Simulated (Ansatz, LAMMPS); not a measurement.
## Relaxing Zn2+ PF6- in diethyl carbonate and dimethoxyethane, from a frame at 400 K (128 atoms)

Aim: bring Zn2+ PF6- in diethyl carbonate and dimethoxyethane, from a frame at 400 K (128 atoms) to a nearby minimum of the energy and see what moves.

Calculated with Ansatz 0.2.0; Kohn-Sham DFT, PBE+D4, PAW (set soft_2), plane waves.

**1. Starting point**

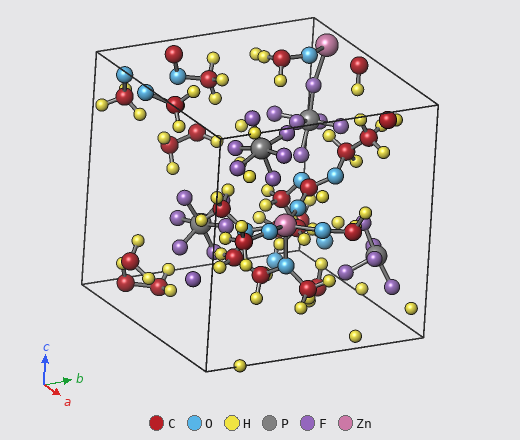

Start, viewed slightly off an axis; carbon red, oxygen blue, hydrogen yellow, phosphorus grey, fluorine purple, zinc pink. Bonds to atoms that aren't drawn are left out. Some periodic images of atoms are drawn too.

The cell holds 128 atoms: 25 C, 13 O, 60 H, 4 P, 24 F and 2 Zn. Cell: a = 11.437 Å, b = 11.437 Å, c = 11.437 Å, α = 90.0°, β = 90.0°, γ = 90.0°. 1 diethyl carbonate, 5 dimethoxyethane, 2 Zn2+, 4 PF6- placed at random, at 1.42 g/cm³; overlaps pushed apart, then 10 ps at 550 K with stiff harmonic cages for PF6 and BF4 with UFF radii; divalent ions of Li, Roberts, Chakravorty and Merz (J. Chem. Theory Comput. 9, 2733 (2013)); MMFF94 bonds, angles, torsions, charges and radii (Halgren, J. Comput. Chem. 17, 490 (1996)) in harmonic and 12-6 forms; charges of ions scaled by 0.8. Snapshot after 30 ps at 400 K and fixed volume.

Limits known from the start: The network of contacts between molecules at the start is that of the classical potential that made the cell. Only the Γ point is sampled, in a cell whose shortest periodic width is 11 Å.

**2. The classical run that made the cell**

A classical potential makes the cell, at a small fraction of what the same run would cost in DFT.

This step: classical MD, stiff harmonic cages for PF6 and BF4 with UFF radii; divalent ions of Li, Roberts, Chakravorty and Merz (J. Chem. Theory Comput. 9, 2733 (2013)); MMFF94 bonds, angles, torsions, charges and radii (Halgren, J. Comput. Chem. 17, 490 (1996)) in harmonic and 12-6 forms; charges of ions scaled by 0.8 (LAMMPS 22 Jul 2025 - Update 4).

The input, in.lmp:

```
# Zn2+ PF6- in diethyl carbonate and dimethoxyethane
units real
atom_style full
boundary p p p
bond_style harmonic
angle_style harmonic
dihedral_style opls
improper_style harmonic
special_bonds lj 0 0 0.5 coul 0 0 0.75
read_data data.lmp
neigh_modify delay 0 every 1 check yes one 4000
comm_modify cutoff 12.0
timestep 0.5
thermo_style custom step time temp pe press density
thermo_modify norm yes
# push overlapping molecules apart
pair_style soft 2.6
pair_coeff * * 0.0
variable a equal ramp(1,60)
fix ad all adapt 1 pair soft a * * v_a
velocity all create 550 744693 mom yes dist gaussian
fix lim all nve/limit 0.03
fix lan all langevin 550 550 50 744694 zero yes
thermo 1000
run 3000 post no
unfix ad
pair_style lj/cut/coul/long 9.0
pair_modify mix arithmetic tail yes
pair_coeff 1 1 0.0678 3.3680   # C
pair_coeff 2 2 0.0763 3.0430   # O
pair_coeff 3 3 0.0678 3.4070   # C
pair_coeff 4 4 0.0763 2.9870   # O
pair_coeff 5 5 0.0216 2.5400   # H
pair_coeff 6 6 0.3050 3.6946   # P
# [... 20 lines left out ...]
compute msd all msd com yes
thermo 7500
fix md all nvt temp 400 400 100
run 30000 post no
print "== T400: mean square displacement over the hold $(c_msd[4]:%.2f) A^2"
unfix md
uncompute msd
write_dump all custom T400.dump id type xs ys zs modify sort id
```

Launch:

```sh
lmp -in in.lmp -log none -nocite
```

Numbers of over 12 decimals in the logs are rounded to 6 here.

The program printed:

```text
LAMMPS (22 Jul 2025 - Update 4)
Reading data file ...
  orthogonal box = (0 0 0) to (11.43715 11.43715 11.43715)
  128 atoms
  orthogonal box = (0 0 0) to (11.43715 11.43715 11.43715)
  164 bonds
  159 angles
  133 dihedrals
  1 impropers
WARNING: Bond/angle/dihedral extent > half of periodic box length
   Step          Time           Temp          PotEng         Press         Density
         0   0              550            0.4935491      2339.0012      1.4199988
      1000   500            447.5941       1.9352428      16541.063      1.4199988
      2000   1000           475.59922      1.8751112      16046.375      1.4199988
[... 46 lines left out ...]
WARNING: Bond/angle/dihedral extent > half of periodic box length
   Step          Time           Temp          PotEng         Press         Density
[... 2 lines left out ...]
     30000   29000          430.06123     -4.490681       5496.7267      1.4199988
     37500   36500          417.67391     -4.6237271      992.75668      1.4199988
     45000   44000          377.57366     -4.8550169      361.41631      1.4199988
     47000   46000          386.9461      -4.7818357      2331.9021      1.4199988
WARNING: Bond/angle/dihedral extent > half of periodic box length
Loop time of 11.3283 s on 1 MPI rank(s) for 30000 steps with 128 atoms
== T400: mean square displacement over the hold 16.28 A^2
```

Run time: 18 s. Hardware: 1 thread of Arm Neoverse V2, shared host; peak memory 0.12 GiB.

The input also reads data.lmp (atoms, bonds and types; not printed here).

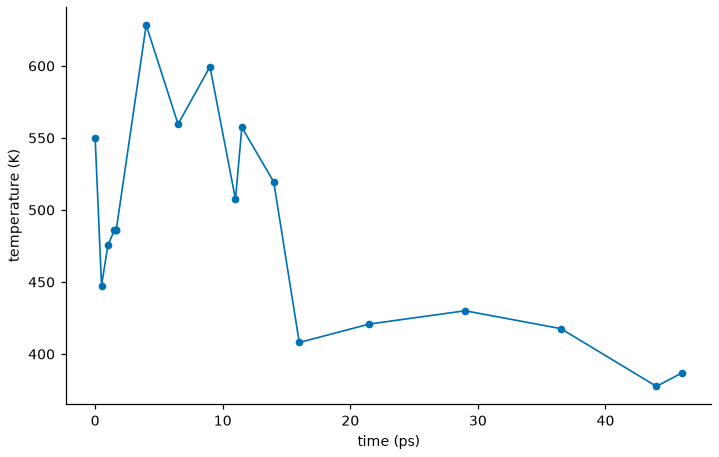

Temperature against time.

**3. Single point at the start**

A single point comes first, to see the forces before anything moves.

The input, input.yaml:

```yaml
crystal:
  lattice:
    - [11.43715, 0.0, 0.0]
    - [0.0, 11.43715, 0.0]
    - [0.0, 0.0, 11.43715]
  atoms:
    - { symbol: C, position: [0.72412, 0.85278, 0.77759] }
    - { symbol: C, position: [0.63972, 0.80322, 0.69312] }
    - { symbol: O, position: [0.70943, 0.71846, 0.62713] }
    - { symbol: C, position: [0.64289, 0.63922, 0.56412] }
    - { symbol: O, position: [0.69422, 0.56264, 0.50689] }
    - { symbol: O, position: [0.52776, 0.67249, 0.5466] }
    - { symbol: C, position: [0.47165, 0.61853, 0.45386] }
    - { symbol: C, position: [0.52385, 0.66836, 0.3409] }
    - { symbol: H, position: [0.81858, 0.86969, 0.74706] }
    - { symbol: H, position: [0.68324, 0.93446, 0.8028] }
    - { symbol: H, position: [0.72699, 0.80793, 0.86178] }
    - { symbol: H, position: [0.60871, 0.87179, 0.62992] }
    - { symbol: H, position: [0.5701, 0.76155, 0.74177] }
    - { symbol: H, position: [0.37083, 0.61271, 0.45321] }
    - { symbol: H, position: [0.50322, 0.52756, 0.45237] }
    - { symbol: H, position: [0.61622, 0.64833, 0.33056] }
    - { symbol: H, position: [0.49203, 0.61179, 0.26892] }
    - { symbol: H, position: [0.4988, 0.75573, 0.31419] }
    - { symbol: C, position: [0.59957, 0.2663, 0.51126] }
    - { symbol: O, position: [0.68335, 0.33254, 0.4377] }
    - { symbol: C, position: [0.66133, 0.30097, 0.32035] }
    - { symbol: C, position: [0.71428, 0.39817, 0.25045] }
    - { symbol: O, position: [0.80099, 0.46063, 0.31327] }
    - { symbol: C, position: [0.87719, 0.52321, 0.23314] }
    - { symbol: H, position: [0.55479, 0.20272, 0.45424] }
    - { symbol: H, position: [0.53786, 0.3276, 0.55939] }
    - { symbol: H, position: [0.64187, 0.21606, 0.58207] }
    - { symbol: H, position: [0.56677, 0.2962, 0.30034] }
    - { symbol: H, position: [0.69588, 0.21682, 0.30342] }
    - { symbol: H, position: [0.64312, 0.45709, 0.22319] }
    - { symbol: H, position: [0.75539, 0.35992, 0.17145] }
    - { symbol: H, position: [0.92364, 0.59153, 0.27575] }
    [... 90 atom lines left out ...]
    - { symbol: F, position: [0.71158, 0.31487, 0.93475] }
    - { symbol: F, position: [0.76276, 0.22975, 0.75197] }
    - { symbol: F, position: [0.86409, 0.38096, 0.82151] }
    - { symbol: F, position: [0.74318, 0.40941, 0.67461] }
    - { symbol: Zn, position: [0.22199, 0.93421, 0.97449] }
    - { symbol: Zn, position: [0.80062, 0.44579, 0.4894] }
kpoints:
  mp_grid: { grid: [1, 1, 1] }
hamiltonian:
  xc: pbe
  dispersion: d4
scf:
  occupations: { method: fixed }
output:
  forces: true
  stress: true
  populations: true
  dos:
    method: { smearing: { sigma: 0.1 } }
    de: 0.1
    projected: { site_lists: { C: [C], F: [F], H: [H], O: [O], P: [P] } }
  eigenvalues: true
```

Launch:

```sh
ansatz run input.yaml --threads 4 --pin off --max-ram 8192MiB --backend cpu --events-out ev --progress --plain --runs-dir out
```

The program printed:

```text
Engine: ansatz 0.2.0, aarch64-unknown-linux-gnu
Pseudopotentials: kind: paw
Pseudopotential: C, paw, valence charge 4, recommended cutoff 420 eV (normal), C.paw.azcp
Pseudopotential: O, paw, valence charge 6, recommended cutoff 420 eV (normal), O.paw.azcp
Pseudopotential: H, paw, valence charge 1, recommended cutoff 420 eV (normal), H.paw.azcp
Pseudopotential: P, paw, valence charge 5, recommended cutoff 420 eV (normal), P.paw.azcp
Pseudopotential: F, paw, valence charge 7, recommended cutoff 420 eV (normal), F.paw.azcp
Pseudopotential: Zn, paw, valence charge 12, recommended cutoff 420 eV (normal), Zn.paw.azcp
[... 5 lines on functional and potentials left out ...]
Crystal: 128 atoms, lattice volume = 1496.075 Å³
Basis set: ecut = 420 eV, 29279 PW (Γ), exchange–correlation on 160×160×160 points (8 copies of the dense FFT grid, shifted against one another)
Bands: 353, of which v1, the nominal top of the filled ones, is band 225 counted from 1 (224 counted from 0)
Symmetry: 1 space group operations
Space group: P1 (ITA 1), of the structure as read, at distance tolerance 1.1e-4 Å
k-points: 1
[... 13 lines on functional and potentials left out ...]
Initial density: superposition of atomic densities (neutral atoms: chi_scale 0, normalization atom), corrected by the library's trained network
Initial wavefunctions: pseudopotential atomic-orbital guess
Functional: x = pbe(κ = 0.804, μ = 0.219515), c = pbe(β = 0.066725)
SCF iter   1: F=—  HF=-43672.659062 eV  |F-HF|=—  |Δ(HF+E_count)|=         —  Δρ=5.13e-3  dr2=6.28e-1  ethr=1.77e-3  ⟨swp⟩=5.0  Hψ=1364  notcnv=0  defer=125
preconditioner: auto → Resta (q_TF=auto, 2.233 Å⁻¹)  ε∞=2.4  [insulator: Δε(μ)=3.783 eV  Ē_g=17.280 eV  n_scr=256 (ndim 8)  ℏωp=20.3 eV  f_vac=0.347  ε∞_Penn≈2.4]
SCF iter   2: F=—  HF=-43672.509072 eV  |F-HF|=—  |Δ(HF+E_count)|=   1.50e-1  Δρ=2.59e-3  dr2=1.54e-1  ethr=1.40e-4  ⟨swp⟩=3.0  Hψ=445  notcnv=0  defer=126
SCF iter   3: F=—  HF=-43672.475679 eV  |F-HF|=—  |Δ(HF+E_count)|=   3.34e-2  Δρ=1.43e-3  dr2=3.80e-2  ethr=3.43e-5  ⟨swp⟩=3.0  Hψ=422  notcnv=0  defer=126
SCF iter   4: F=—  HF=-43672.465310 eV  |F-HF|=—  |Δ(HF+E_count)|=   1.04e-2  Δρ=5.75e-4  dr2=5.50e-3  ethr=8.44e-6  ⟨swp⟩=3.0  Hψ=442  notcnv=0  defer=126
SCF iter   5: F=—  HF=-43672.463919 eV  |F-HF|=—  |Δ(HF+E_count)|=   1.39e-3  Δρ=2.48e-4  dr2=8.76e-4  ethr=1.22e-6  ⟨swp⟩=3.0  Hψ=625  notcnv=0  defer=126
SCF iter   6: F=—  HF=-43672.463733 eV  |F-HF|=—  |Δ(HF+E_count)|=   1.87e-4  Δρ=1.08e-4  dr2=1.43e-4  ethr=1.95e-7  ⟨swp⟩=3.0  Hψ=456  notcnv=0  defer=126
SCF iter   7: F=—  HF=-43672.463722 eV  |F-HF|=—  |Δ(HF+E_count)|=   1.07e-5  Δρ=3.00e-5  dr2=1.46e-5  ethr=3.18e-8  ⟨swp⟩=3.0  Hψ=467  notcnv=0  defer=126
SCF iter   8: F=—  HF=-43672.463728 eV  |F-HF|=—  |Δ(HF+E_count)|=   6.39e-6  Δρ=1.45e-5  dr2=2.70e-6  ethr=3.25e-9  ⟨swp⟩=3.0  Hψ=602  notcnv=0  defer=125
SCF iter   9: F=—  HF=-43672.463728 eV  |F-HF|=—  |Δ(HF+E_count)|=   4.42e-8  Δρ=6.44e-6  dr2=5.22e-7  ethr=6.00e-10  ⟨swp⟩=3.0  Hψ=492  notcnv=0  defer=126
SCF iter  10: F=-43672.463728 eV  HF=-43672.463728 eV  |F-HF|=2.13e-8  |Δ(HF+E_count)|=   6.43e-8  Δρ=2.00e-6  dr2=6.09e-8  ethr=2.22e-11  ⟨swp⟩=20.0  Hψ=3104  notcnv=0
SCF 1 converged in 10 iterations: F = -43672.463728 eV  dr2 = 6.09e-8
  greatest PAW one-centre occupation: 0.994 electrons in one spin orbital (limit 2), on the Zn atom at site 126 (counted from 0), in its partial waves of l = 2
SCF converged after 10 iterations
Free energy (F): -43672.463728 eV
Harris-Foulkes:  -43672.463728 eV  (|F-HF|=2.13e-8)
Internal energy: -43672.463728 eV  (E = F + TS)
E sigma→0 (E₀):  -43672.463728 eV
Fermi energy:    -0.704629 eV
--- Per-component energies (eV) ---
  E_band       = -4022.882831
  E_kinetic    = 10990.016018
  E_local      = -56623.846248  (includes V_loc(G=0)·N_el)
  E_nonlocal   = 4532.768031
  E_hartree    = 23209.990686
  E_xc         = -5141.642860
  E_vxc        = -6218.154746  (∫ρ·V_xc dr)
  E_paw        = -15343.428483  (= ΣΔE_a)
  E_vpaw       = -3123.649205  (= ΣTr[D̂ρ^β])
  E_aug_tail   = -0.001395  (compensation charges beyond the density's cutoff)
  E_ewald      = -5289.918277
  E_disp       = -6.401200  (pairwise vdW)
  E_smearing   = -0.000000  (= −TS)
  E_closure    = -0.000000  (closes the sum)
  Σ components = -43672.463728   (vs F -43672.463728, Δ=0.00e0)
--- Forces (eV/Å), atoms counted from 1 ---
  atom   1  C      1.30775683     1.22767252     0.91754580
  atom   2  C      1.03217126     0.55847000    -0.98761456
  atom   3  O     -2.42163098    -2.28001207    -0.77313707
  atom   4  C      0.20959385     2.26866398    -1.05092537
  atom   5  O     -2.65848974     2.15278033     1.07516134
  atom   6  O      2.45537641     0.44614062     2.84683164
  atom   7  C     -0.40855831    -1.85655939    -2.74150649
  atom   8  C     -1.21150568    -1.37737618    -1.28718798
  atom   9  H     -1.60623148    -0.21886207     0.12565998
  atom  10  H      0.29025556     0.90048537     0.13995392
  atom  11  H      0.21690949    -0.63591964    -0.02835246
  atom  12  H     -0.03144329    -0.76242872     0.49590453
  atom  13  H     -0.59608521    -0.24864516    -0.28818356
  atom  14  H      1.76311613     0.76933408     0.73225084
[...]
atom 127  Zn     0.58550224    -0.15286920    -1.22828993
  atom 128  Zn    -1.46451402    -0.71585059    -0.19689995
  max |Σ_I F_I| component: 6.99e-5 eV/Å
--- Stress (GPa, compression-positive) ---
        3.222338      -1.379391       0.688393
       -1.379390       3.768036       0.094109
        0.688393       0.094109       4.738304
  P = ⅓ Tr σ = 3.9096 GPa (39.096 kbar)
--- Band table (eV) ---
  k-point 0: bands = ["-26.7955", "-26.2291", "-26.1135", "-26.1019", [... 337 levels ...], "11.1677", "11.2107", "11.2305", "11.2563", "11.2775", "11.2966", "11.3268", "11.3907", "11.4550", "11.4845", "11.5232", "11.5559"]
--- Löwdin populations: 128 sites ---
  site symbol       q [e]
     0      C      4.4488
     1      C      4.0403
     2      O      6.2558
[...]
127     Zn     10.4329
  spilling = 0.012112 (of n_electrons = 450.000000)
```

The job ended after 20 s (4 threads of Arm Neoverse V2, shared host; peak memory 1.9 GiB).

Numbers from this run:

```yaml
free_energy: -43672.4637 eV
free_energy_per_atom: -341.1911 eV/atom
scf_cycles: 10
pressure: 3.91 GPa
r_m_s_force_component: 1.132 eV/Å
longest_force: 5.196 eV/Å
fermi_energy: -0.7046 eV
spacing_of_highest_filled_and_lowest_empty_level: 4.072 eV
spilling_of_the_projection: 0.01211
```

The r.m.s. force component of 1.1 eV/Å and the pressure of 3.9 GPa set the starting point.

Neighbours are counted within 1.34 Å (H-C), 1.85 Å (C-C), 1.73 Å (C-O), 2.00 Å (F-P), 2.12 Å (F-Zn), 2.43 Å (O-Zn).

Length of the force by element and coordination:

| element | coordination | atoms | mean length of the force (eV/Å) | spread | least | most |
| --- | --- | --- | --- | --- | --- | --- |
| C | all | 25 | 2.31 | 0.930 | 0.828 | 4.37 |
| C | 3 | 1 | 2.51 | 0 | 2.51 | 2.51 |
| C | 4 | 24 | 2.30 | 0.948 | 0.828 | 4.37 |
| F | all | 24 | 1.68 | 0.772 | 0.425 | 3.99 |
| F | 1 | 23 | 1.72 | 0.765 | 0.425 | 3.99 |
| F | 2 | 1 | 0.783 | 0 | 0.783 | 0.783 |
| H | all | 60 | 1.09 | 0.656 | 0.281 | 3.65 |
| O | all | 13 | 2.89 | 0.787 | 1.55 | 4.02 |
| O | 2 | 4 | 3.16 | 0.770 | 1.84 | 3.79 |
| O | 3 | 9 | 2.77 | 0.765 | 1.55 | 4.02 |
| P | all | 4 | 2.67 | 1.48 | 1.49 | 5.20 |
| Zn | all | 2 | 1.51 | 0.136 | 1.37 | 1.64 |
| Zn | 5 | 1 | 1.64 | 0 | 1.64 | 1.64 |
| Zn | 6 | 1 | 1.37 | 0 | 1.37 | 1.37 |

(Continued in part 2 of 3.)

[Logs are printed without paths, hosts, clocks, repeated set-up lines and the standing remarks that a program may print on its own settings, such as how far it seeks lower states.]

[Hosts, paths, dates, database ids (printed as entryN), source tags and the programs' standing remarks are cut or masked in the printed files.]

[The MMFF94 radii named for the starting cell were scaled by 0.96; in molecules described by MMFF94, hydrogen bound to N, O or S took a small fixed 12-6 site in their place.]
